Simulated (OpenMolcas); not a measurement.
# Mo⁴⁺ among point charges: CASSCF and CASPT2 levels and susceptibility

How does a field of 4 point charges split the states of Mo⁴⁺, and what χT follows?

Program: OpenMolcas 26.06. Level of theory: state-averaged CASSCF and CASPT2, spin-orbit coupling by RASSI with atomic mean-field integrals. These are calculated values, not measurements, unless marked.

## (1) The atom as given

* Species: Mo⁴⁺ (molybdenum, Z = 42, 38 electrons)
* Basis: ANO-RCC-VDZP [6s5p3d1f], 43 functions
* Scalar Hamiltonian: DKH2, point nucleus
* Inactive shells: 1s 2s 2p 3s 3p 3d 4s 4p
* Active space: 2 electrons in 5 orbitals (4d)
* Some configurations of this space: 4d²
* Orbitals: optimised for each spin and parity, averaged over all roots

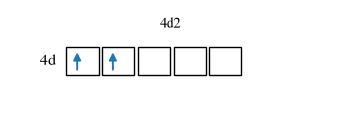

Occupation of the outer shells (arrows by Hund's rule).

The ion sits among 4 point charges of -2 e arranged as a tetrahedron (Td), 1.96 Å from the ion.

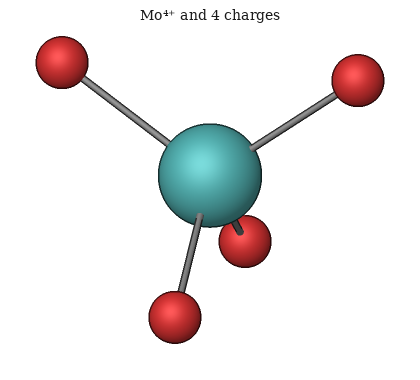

The ion and the point charges (red).

The work runs as a chain of OpenMolcas steps in one folder; each step below is one input file. Labels, J, g values, rates, χT and fits are worked out afterwards by a script from the matrices that RASSI stores.

## (2) GATEWAY and SEWARD: basis and integrals

Input file a.inp:

```
&GATEWAY
Coord
1

Mo 0.0 0.0 0.0
Basis=ANO-RCC-VDZP
Group=NoSym
NoMove
AngMom=0.0 0.0 0.0
AMFI
XField
4 Angstrom 0
1.131607 1.131607 1.131607 -2.000000
1.131607 -1.131607 -1.131607 -2.000000
-1.131607 1.131607 -1.131607 -2.000000
-1.131607 -1.131607 1.131607 -2.000000
&SEWARD
```

Run with:

```bash
> OMP_NUM_THREADS=1 MOLCAS_MEM=1689 MOLCAS_PROJECT=a pymolcas a.inp > a.log
```

Output:

```text
Basis set label: MO.ANO-RCC...6S5P3D1F.

      Electronic valence basis set:
      ------------------
      Associated Effective Charge  42.000000 au
      Associated Actual Charge     42.000000 au
      Nuclear Model: Point charge

      Shell  nPrim  nBasis  Cartesian Spherical Contaminant
         s      21       6        X
         p      18       5        X
         d      13       3                 X
         f       6       1                 X
                  Relativistic Douglas-Kroll-Hess integrals:
                    - DKH order of Hamiltonian: 2
                    - DKH order of Properties : 0
                  Atomic mean-field integrals
```

## (3) CASSCF: triplets, 10 roots

Input file a.inp:

```
&RASSCF
FileOrb=start.orb
Symmetry=1
Spin=3
nActEl=2 0 0
Inactive=18
Ras2=5
CIRoot=10 10 1
SDav=10
CIMx=300
Iter=120 100
PrWF=0.3
OrbListing=Nothing
MaxOrb=0
>>> COPY $Project.JobIph JOB001
```

start.orb holds the contracted functions of the basis, ordered by shell, or the orbitals of the step before.

Output, shortened:

```text
[...]
      Number of active orbitals                  5
[...]
      Spin quantum number                      1.0
[...]
      Active orbitals                            5
[...]
      Number of CSFs                            10
      Number of root(s) required                10
[...]
      Convergence after  9 iterations
[...]
      Natural orbitals and occupation numbers for root  1
      sym 1:   1.000000  -0.000000  -0.000000   0.000000   1.000000
      Natural orbitals and occupation numbers for root  2
      sym 1:   0.806241   0.000000   0.806241   0.193759   0.193759
      Natural orbitals and occupation numbers for root  3
      sym 1:   0.000000   0.864899   0.135101   0.135101   0.864899
::    RASSCF root number  1 Total energy:  -4051.17919925
::    RASSCF root number  2 Total energy:  -4051.15879431
::    RASSCF root number  3 Total energy:  -4051.15879431
[...]
::    RASSCF root number  7 Total energy:  -4051.14406830
::    RASSCF root number  8 Total energy:  -4051.09599397
::    RASSCF root number  9 Total energy:  -4051.09599397
::    RASSCF root number 10 Total energy:  -4051.09599397
```

## (4) Reference wave functions, singlets, 15 roots

Input file a.inp:

```
&RASSCF
FileOrb=start.orb
Symmetry=1
Spin=1
nActEl=2 0 0
Inactive=18
Ras2=5
CIRoot=15 15 1
SDav=15
CIMx=300
Iter=120 100
PrWF=0.3
OrbListing=Nothing
MaxOrb=0
>>> COPY $Project.JobIph JOB002
```

Run with:

```bash
> OMP_NUM_THREADS=1 MOLCAS_MEM=1689 MOLCAS_PROJECT=a pymolcas a.inp > a.log
```

Output, shortened:

```text
[...]
      Number of active orbitals                  5
[...]
      Spin quantum number                      0.0
[...]
      Active orbitals                            5
[...]
      Number of CSFs                            15
      Number of root(s) required                15
[...]
      Convergence after  7 iterations
[...]
      Natural orbitals and occupation numbers for root  1
      sym 1:   0.041128   0.927065   0.093977   0.010765   0.927065
      Natural orbitals and occupation numbers for root  2
      sym 1:   0.056119   0.927065   0.003270   0.086482   0.927065
      Natural orbitals and occupation numbers for root  3
      sym 1:   0.282789   0.014249   0.725815   0.196927   0.780220
::    RASSCF root number  1 Total energy:  -4051.12167659
::    RASSCF root number  2 Total energy:  -4051.12167659
::    RASSCF root number  3 Total energy:  -4051.10248282
[...]
::    RASSCF root number 12 Total energy:  -4051.06634721
::    RASSCF root number 13 Total energy:  -4051.06634721
::    RASSCF root number 14 Total energy:  -4051.06634721
::    RASSCF root number 15 Total energy:  -4050.95993980
```

## (5) RASSI: spin-orbit coupling between the states

Input file a.inp:

```
&RASSI
NrOfJobIphs=2 10 15
1 2 3 4 5 6 7 8 9 10
1 2 3 4 5 6 7 8 9 10 11 12 13 14 15
IphNames
JOB001
JOB002
EJob
SpinOrbit
DIPRint=1.0
SOCoupling=1000.0
Subsets=2
Property=9
'ANGMOM' 1 'ANGMOM' 2 'ANGMOM' 3 'MLTPL  1' 1 'MLTPL  1' 2 'MLTPL  1' 3
'AMFI' 1 'AMFI' 2 'AMFI' 3
SOProperty=3
'ANGMOM' 1 'ANGMOM' 2 'ANGMOM' 3
```

Run with:

```bash
> OMP_NUM_THREADS=1 MOLCAS_MEM=1689 MOLCAS_PROJECT=a pymolcas a.inp > a.log
```

Output, shortened:

```text
SPIN-FREE ENERGIES:
  (Shifted by EMIN (a.u.) =      -4051.1791992475)
 SF State       Relative EMIN(au)   Rel lowest level(eV)    D:o, cm**(-1)      L_eff
     1             0.0000000000        0.0000000000              0.0000         3.0
     2             0.0204049408        0.5552467262           4478.3669         3.0
     3             0.0204049408        0.5552467262           4478.3669         3.0
     4             0.0204049408        0.5552467262           4478.3669         3.0
     5             0.0351309519        0.9559619005           7710.3527         2.9
     6             0.0351309519        0.9559619005           7710.3527         2.9
     7             0.0351309519        0.9559619005           7710.3527         2.9
    11             0.0575226577        1.5652712577          12624.7641         2.4
    12             0.0575226577        1.5652712577          12624.7641         2.4
    13             0.0767164316        2.0875604507          16837.3105         2.2
[...]
Eigenvalues of complex Hamiltonian:
   -----------------------------------
  (Shifted by EMIN (a.u.) =      -4051.1791992475)
 SO State       Relative EMIN(au)   Rel lowest level(eV)    D:o, cm**(-1)     J-value
     1            -0.0019335540        0.0000000000              0.0000         2.2
     2            -0.0019335540        0.0000000000              0.0000         2.2
     3            -0.0019335540        0.0000000000              0.0000         2.2
     4             0.0171604508        0.5195743382           4190.6497         2.1
     5             0.0171604508        0.5195743382           4190.6497         1.7
     6             0.0184233588        0.5539398162           4467.8259         2.4
     7             0.0195751956        0.5852828918           4720.6249         2.6
     8             0.0195751956        0.5852828918           4720.6249         2.5
     9             0.0195751956        0.5852828918           4720.6249         2.5
    10             0.0204856779        0.6100583788           4920.4527         2.6
    11             0.0204856779        0.6100583788           4920.4527         2.6
[...]
```

Time for these steps: 16 s (1 thread of AMD EPYC, shared host).

Spin-free states, with their symmetry labels:

```
state  degeneracy  E (cm-1)  free-ion L (%)
  3A2           1         0         F (100)
  3T2           3      4478         F (100)
  3T1           3      7710          F (97)
   1E           2     12625          D (81)
  1T2           3     16837          D (90)
  3T1           3     18261          P (97)
  1A1           1     19653          G (97)
  1T1           3     21218         G (100)
   1E           2     23862          G (81)
  1T2           3     24768          G (90)
  1A1           1     48122          S (97)
```

With spin-orbit coupling:

```csv
E (cm-1),Degeneracy,Label,2S+1
0.0,3,T2,3
4191,2,E,3
4468,1,A2,3
4721,3,T2,3
4920,3,T1,3
7728,3,T2,3
8109,2,E,3
8911,3,T1,3
9314,1,A1,3
13104,2,E,1
16660,3,T2,1
17702,1,A1,3
18264,3,T1,3
19267,2,E,3
19795,3,T2,3
20168,1,A1,1
21706,3,T1,1
24387,2,E,1
25263,3,T2,1
48696,1,A1,1
```

Powder χT (cm³ K/mol): 0.34 at 2 K, 0.34 at 5 K, 0.34 at 10 K, 0.35 at 20 K, 0.36 at 50 K, 0.38 at 100 K, 0.40 at 150 K, 0.42 at 200 K, 0.44 at 250 K, 0.46 at 300 K.

A ligand-field fit to the states below 45000 cm-1 gives 10Dq = -4529 cm-1, B = 834 cm-1 and C = 3411 cm-1 (C/B = 4.09), with a deviation of 115 cm-1.

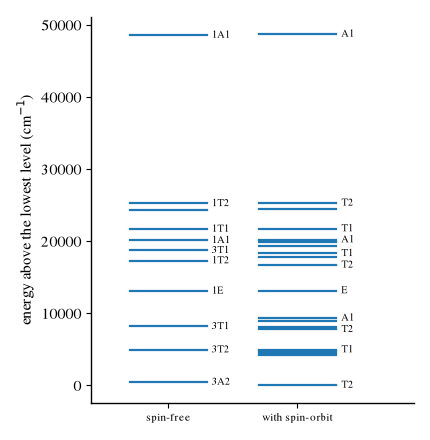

The states in the field without (left) and with (right) spin-orbit coupling.

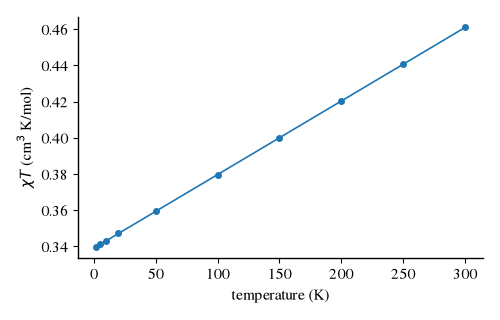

χT against temperature.

Orbitals of the lowest block (energies include the constant potential of the surroundings):

```
shell     space  energy (hartree)  mean occupation  ⟨r²⟩ (bohr²)
   1s  inactive         -738.3636            2.000       0.00163
   2s  inactive         -106.8048            2.000        0.0277
   2p  inactive          -95.2595            6.000        0.0219
   3s  inactive          -19.1021            2.000         0.208
   3p  inactive          -15.2049            6.000         0.213
   3d  inactive           -8.8427           10.000         0.205
   4s  inactive           -2.5068            2.000          1.38
   4p  inactive           -1.3192            6.000          1.64
   4d      RAS2                              2.000          2.87
```

## (6) CASPT2: IPEA 0.25, imaginary shift 0.1 (closed shells correlated: 4s 4p)

Input file a.inp:

```
>>> COPY JOB001 $Project.JobIph
&CASPT2
Multistate=10 1 2 3 4 5 6 7 8 9 10
NoMult
Frozen=14
IPEA=0.25
Imaginary=0.1
MaxIter=60
WThr=0.0 0.3 0.05
PrWF=0.5
NoMix
>>> COPY JOB002 $Project.JobIph
&CASPT2
Multistate=15 1 2 3 4 5 6 7 8 9 10 11 12 13 14 15
NoMult
Frozen=14
IPEA=0.25
Imaginary=0.1
MaxIter=60
WThr=0.0 0.3 0.05
PrWF=0.5
NoMix
```

Run with:

```bash
> OMP_NUM_THREADS=1 MOLCAS_MEM=1689 MOLCAS_PROJECT=a pymolcas a.inp > a.log
```

Output:

```text
Orbital specifications:
      -----------------------

      Symmetry species                           1
                                                 a
      Frozen orbitals                           14
      Inactive orbitals                          4
      Active orbitals                            5
      Secondary orbitals                        20
      Deleted orbitals                           0
      Number of basis functions                 43
Type of calculation                        SS-CASPT2
      Fock operator                              state-specific
      IPEA shift                                 0.25
      Real shift                                 0.00
      Imaginary shift                            0.10
      The input orbitals will be transformed to quasi-canonical
Reference energy:       -4051.1791992475
      E2 (Non-variational):      -0.1840063820
      Shift correction:          -0.0000936948
      E2 (Variational):          -0.1841000768
      Total energy:           -4051.3632993243
      Residual norm:              0.0000006435
      Reference weight:           0.96135
      Contributions to the CASPT2 correlation energy
      Active & Virtual Only:         -0.0034688707
      One Inactive Excited:          -0.0669388811
      Two Inactive Excited:          -0.1135986302
Reference energy:       -4051.1587943067
      E2 (Non-variational):      -0.1864196709
      Shift correction:          -0.0001035234
      E2 (Variational):          -0.1865231943
      Total energy:           -4051.3453175010
      Residual norm:              0.0000001656
      Reference weight:           0.95996
      Contributions to the CASPT2 correlation energy
      Active & Virtual Only:         -0.0039884228
      One Inactive Excited:          -0.0683089111
      Two Inactive Excited:          -0.1141223370
::    CASPT2 Root  1     Total energy:  -4051.36329932
::    CASPT2 Root  2     Total energy:  -4051.34531750
::    CASPT2 Root  3     Total energy:  -4051.34466725
::    CASPT2 Root  4     Total energy:  -4051.34547594
::    CASPT2 Root  5     Total energy:  -4051.33033078
::    CASPT2 Root  6     Total energy:  -4051.32981766
::    CASPT2 Root  7     Total energy:  -4051.32928892
::    CASPT2 Root  8     Total energy:  -4051.29255679
::    CASPT2 Root  9     Total energy:  -4051.29172655
::    CASPT2 Root 10     Total energy:  -4051.29198480
Orbital specifications:
      -----------------------

      Symmetry species                           1
                                                 a
      Frozen orbitals                           14
      Inactive orbitals                          4
      Active orbitals                            5
      Secondary orbitals                        20
      Deleted orbitals                           0
      Number of basis functions                 43
Type of calculation                        SS-CASPT2
      Fock operator                              state-specific
      IPEA shift                                 0.25
      Real shift                                 0.00
      Imaginary shift                            0.10
      The input orbitals will be transformed to quasi-canonical
Reference energy:       -4051.1216765898
      E2 (Non-variational):      -0.1940729545
      Shift correction:          -0.0001603806
      E2 (Variational):          -0.1942333351
      Total energy:           -4051.3159099249
      Residual norm:              0.0000001341
      Reference weight:           0.95635
      Contributions to the CASPT2 correlation energy
      Active & Virtual Only:         -0.0093657628
      One Inactive Excited:          -0.0667212620
      Two Inactive Excited:          -0.1179859297
Reference energy:       -4051.1216765898
      E2 (Non-variational):      -0.1941122955
      Shift correction:          -0.0001604038
      E2 (Variational):          -0.1942726993
      Total energy:           -4051.3159492891
      Residual norm:              0.0000001341
      Reference weight:           0.95634
      Contributions to the CASPT2 correlation energy
      Active & Virtual Only:         -0.0093657617
      One Inactive Excited:          -0.0667230604
      Two Inactive Excited:          -0.1180234735
::    CASPT2 Root  1     Total energy:  -4051.31590992
::    CASPT2 Root  2     Total energy:  -4051.31594929
::    CASPT2 Root  3     Total energy:  -4051.29936381
::    CASPT2 Root  4     Total energy:  -4051.29920811
::    CASPT2 Root  5     Total energy:  -4051.29857613
::    CASPT2 Root  6     Total energy:  -4051.28455737
::    CASPT2 Root  7     Total energy:  -4051.27714940
::    CASPT2 Root  8     Total energy:  -4051.27793941
::    CASPT2 Root  9     Total energy:  -4051.27666994
::    CASPT2 Root 10     Total energy:  -4051.26354355
::    CASPT2 Root 11     Total energy:  -4051.26354579
::    CASPT2 Root 12     Total energy:  -4051.26041272
::    CASPT2 Root 13     Total energy:  -4051.26022840
::    CASPT2 Root 14     Total energy:  -4051.26050558
::    CASPT2 Root 15     Total energy:  -4051.17636465
```

This run took 7.1 s in all on 1 thread of AMD EPYC, shared host.

SS-CASPT2: lowest energy less the reference's lowest, -0.1841 hartree; reference weights 0.947 to 0.961.

Spin-free states, with their symmetry labels:

```
state  degeneracy  E (cm-1)  free-ion L (%)
  3A2           1         0         F (100)
  3T2           3      3983         F (100)
  3T1           3      7350          F (97)
   1E           2     10396          D (81)
  1T2           3     14101          D (90)
  3T1           3     15629          P (97)
  1A1           1     17282          G (97)
  1T1           3     18885         G (100)
   1E           2     21894          G (81)
  1T2           3     22588          G (90)
  1A1           1     41027          S (97)
```

With spin-orbit coupling:

```json
{"E (cm-1)": "0", "Degeneracy": "3", "Label": "T2", "2S+1": "3"}
{"E (cm-1)": "3730", "Degeneracy": "2", "Label": "E", "2S+1": "3"}
{"E (cm-1)": "4030", "Degeneracy": "1", "Label": "A2", "2S+1": "3"}
{"E (cm-1)": "4320", "Degeneracy": "3", "Label": "T2", "2S+1": "3"}
{"E (cm-1)": "4480", "Degeneracy": "3", "Label": "T1", "2S+1": "3"}
{"E (cm-1)": "7400", "Degeneracy": "3", "Label": "T2", "2S+1": "3"}
{"E (cm-1)": "7750", "Degeneracy": "2", "Label": "E", "2S+1": "3"}
{"E (cm-1)": "8590", "Degeneracy": "3", "Label": "T1", "2S+1": "3"}
{"E (cm-1)": "8980", "Degeneracy": "1", "Label": "A1", "2S+1": "3"}
{"E (cm-1)": "10980", "Degeneracy": "2", "Label": "E", "2S+1": "1"}
{"E (cm-1)": "14020", "Degeneracy": "3", "Label": "T2", "2S+1": "1"}
{"E (cm-1)": "15110", "Degeneracy": "1", "Label": "A1", "2S+1": "3"}
{"E (cm-1)": "15690", "Degeneracy": "3", "Label": "T1", "2S+1": "3"}
{"E (cm-1)": "16710", "Degeneracy": "2", "Label": "E", "2S+1": "3"}
{"E (cm-1)": "17200", "Degeneracy": "3", "Label": "T2", "2S+1": "3"}
{"E (cm-1)": "17870", "Degeneracy": "1", "Label": "A1", "2S+1": "1"}
{"E (cm-1)": "19440", "Degeneracy": "3", "Label": "T1", "2S+1": "1"}
{"E (cm-1)": "22480", "Degeneracy": "2", "Label": "E", "2S+1": "1"}
{"E (cm-1)": "23140", "Degeneracy": "3", "Label": "T2", "2S+1": "1"}
{"E (cm-1)": "41680", "Degeneracy": "1", "Label": "A1", "2S+1": "1"}
```

Powder χT (cm³ K/mol): 0.29 at 2 K, 0.29 at 5 K, 0.29 at 10 K, 0.29 at 20 K, 0.31 at 50 K, 0.33 at 100 K, 0.35 at 150 K, 0.37 at 200 K, 0.40 at 250 K, 0.42 at 300 K.

## (7) The methods side by side

A. CASSCF
B. SS-CASPT2, IPEA 0.25, imaginary shift 0.1 (closed shells correlated: 4s 4p)

```
method  ground state  first state of that spin (cm-1)  first gap with spin-orbit (cm-1)  χT at 300 K
     A           3A2                         3T2 4478                            4190.6         0.46
     B           3A2                         3T2 3983                            3725.3         0.42
```

## (8) Summary of results

```
                                            quantity                                                                        value
                                              method  SS-CASPT2, IPEA 0.25, imaginary shift 0.1 (closed shells correlated: 4s 4p)
                              spin-free ground state                                              3A2, 1-fold in its orbital part
first state of the same spin within the active space                                                             3T2 at 3980 cm⁻¹
                                        lowest level                                                                    3-fold T2
                                          next level                                                                  3725.3 cm⁻¹
                                         χT at 300 K                                                               0.42 cm³ K/mol
                           effective moment at 300 K                                                                      1.83 μB
```

Cost by method:

```
                                              method  time of its own steps  time with the reference
                                           A. CASSCF                   16 s                     16 s
B. SS-CASPT2, IPEA 0.25, imaginary shift 0.1, +4s 4p                  7.1 s                     23 s
```

Times are of one thread on a shared host.

**Reading.** The spin-free ground state (3A2) comes to 100 % from free-ion F terms and keeps the highest spin of the shell. χT at 300 K is 0.42, against 1.00 cm³ K/mol for the spin alone, so spin-orbit coupling lowers it. CASPT2 does not keep the components of a term degenerate, and the means are used. The field of point charges can differ much from that of real complexes. Point charges carry no covalency, so the field is a model and not that of real ligands.
